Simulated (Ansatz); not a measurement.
## Fields on a plane of PtS2 (CdI2 type)

```
CELL_PARAMETERS angstrom
      3.55931     0.00000     0.00000
     -1.77966     3.08245     0.00000
      0.00000     0.00000     4.38472
ATOMIC_POSITIONS crystal
  Pt 0.00000 0.00000 0.00000
  S  0.66667 0.33333 0.27118
  S  0.33333 0.66667 0.72882
```

The slice is a (1 -1 0 0) plane (indices of the conventional cell) through the point (0.333, 0.667, 0.729) (fractional), spanned by u = [110] and v = [001] in vectors of this cell: u (3.56 Å) and v (4.38 Å, at 90° to u). It covers one period; positions are fractions (u, v).

Atoms on it: S at (0.00, 0.00).

Level of theory: PBEsol-D3(BJ) (plane waves to 420 eV, PAW, scalar-relativistic; Ansatz, a program for electronic structure). k mesh 15×15×11. Near the nuclei the fields are pseudised (PAW); where an atom keeps semicore shells as valence, they peak there. PtS2 is run without spin polarisation. PtS2 was relaxed with its symmetry unable to fall. Spin-orbit coupling is left out, though Pt is heavy.

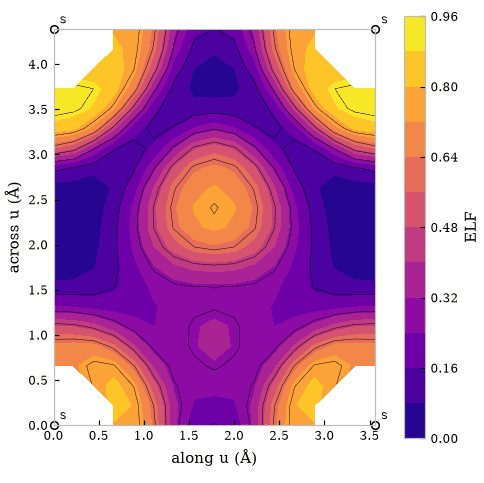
Fig. 1. Electron localisation function (ELF), one period of the plane, atoms marked. Points within 0.5 Å of a nucleus are left white, as the pseudised field means little there.

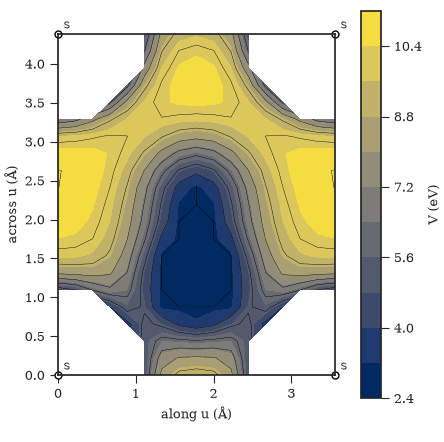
Electrostatic potential energy of an electron, from the cell's mean, in eV, one period of the plane, atoms marked. Points within 1 Å of a nucleus are left white, as the pseudised field means little there. Values under 3 eV are set to 3. The zero, the cell's mean, hangs on the PAW cores.
